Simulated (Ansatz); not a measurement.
**H₂IOSi (charge −1): density, localisation and related maps**

Input

```
crystal:
  periodic: [false, false, false]
  atoms:
    - {symbol: O, position_ang: [-0.300827, -1.516134, -0.411929]}
    - {symbol: Si, position_ang: [0.356330, -0.173412, 0.006788]}
    - {symbol: I, position_ang: [-0.552859, 2.643537, 0.834229]}
    - {symbol: H, position_ang: [-0.973423, 4.271474, 1.315190]}
    - {symbol: H, position_ang: [1.927369, -0.341754, -0.007885]}
basis:
  gaussian: {orbitals: "def2-TZVPPD.json"}
total_charge: -1
hamiltonian: {xc: pbe0, dispersion: d4}
output: {orbitals: {seedname: orbitals}}
```

Command:

```sh
ansatz run in.yaml --threads 2 --pin off --events-out ev --progress --plain --max-ram 4352MiB
```

Geometry: PBE0-D4/def2-TZVPD; core potentials replace the inner electrons of I.

These are results of RKS PBE0-D4/def2-TZVPPD (Ansatz), not measurements.

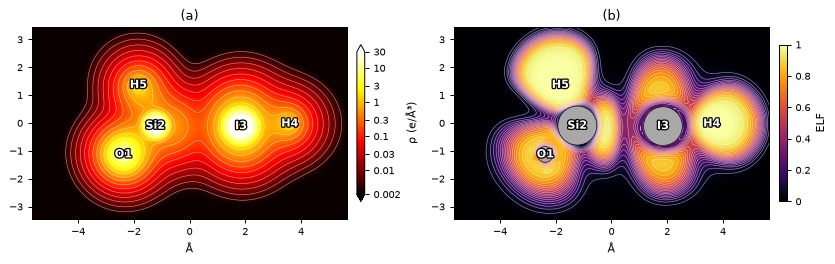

Figure 1. (a) electron density; (b) ELF on the molecular plane. Grey discs cover the atomic cores in the ELF map.

What do the fields say about this system?

Atoms in the plane: O, Si, I and H.
Si–O (1.55 Å): ρ at the midpoint is about 1.4 e/Å³; the ELF peaks at about 0.85 between the atoms (a polar covalent bond).
Si–H (1.58 Å): the density is about 0.68 e/Å³ at the midpoint; the ELF climbs to about 1 towards the hydrogen, as it does in any bond to H.
I–H (1.75 Å): the density is about 1 e/Å³ at the midpoint; the ELF climbs to about 1 towards the hydrogen.
The ELF also peaks beside O1 and I3, away from the bonds: lone-pair regions.

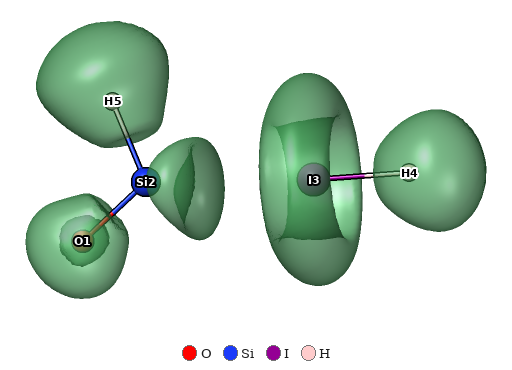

Figure 2. Isosurface of the ELF at 0.75 (green), seen at an oblique angle. Only the valence region is drawn (cores and ρ < 0.01 e/Å³ removed).

What do the ELF domains correspond to?

At this value the surface marks out two regions around hydrogen nuclei, one region wrapped around I (its lone pairs, merged into a ring or cap), one region wrapped around O (its lone pairs, merged into a ring or cap) and one region wrapped around Si (its valence shell).

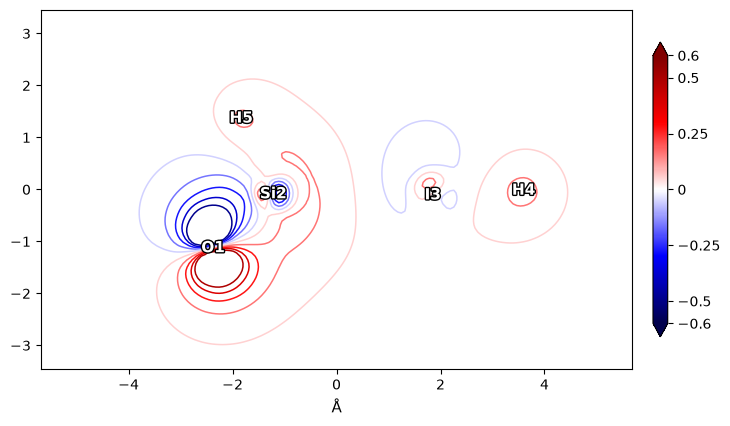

Figure 3. The HOMO−1 on the molecular plane (values in Å⁻³ᐟ²; the overall sign is arbitrary).

Where does this orbital lie, and at what energy?

Its weight (Hirshfeld) is mainly on O1 (about 65 %) and Si2 (about 25 %); it is symmetric in the molecular plane (an in-plane orbital: σ, lone-pair or in-plane π type). Its energy is −3.45 eV.

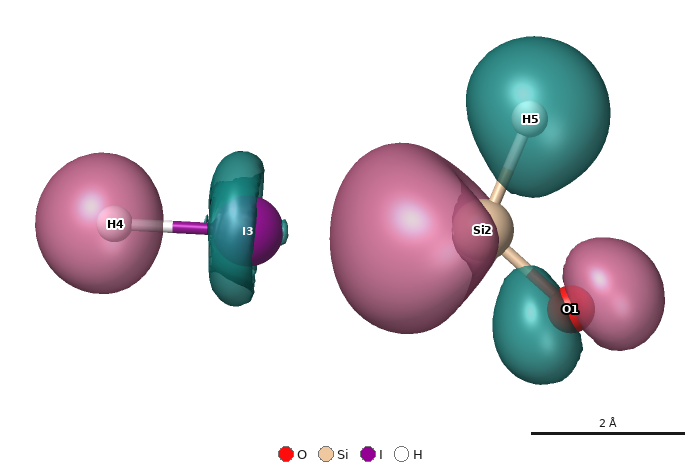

Figure 4. The HOMO at ±0.1 Å⁻³ᐟ² (teal and pink are the two phases), seen across its widest extent.

What is the character of this orbital?

It lies mainly on Si2 (about 40 %), O1 (about 20 %), H5 (about 15 %), I3 (about 15 %) and H4 (about 10 %); it is symmetric in the molecular plane (an in-plane orbital: σ, lone-pair or in-plane π type). Its energy is −0.90 eV.
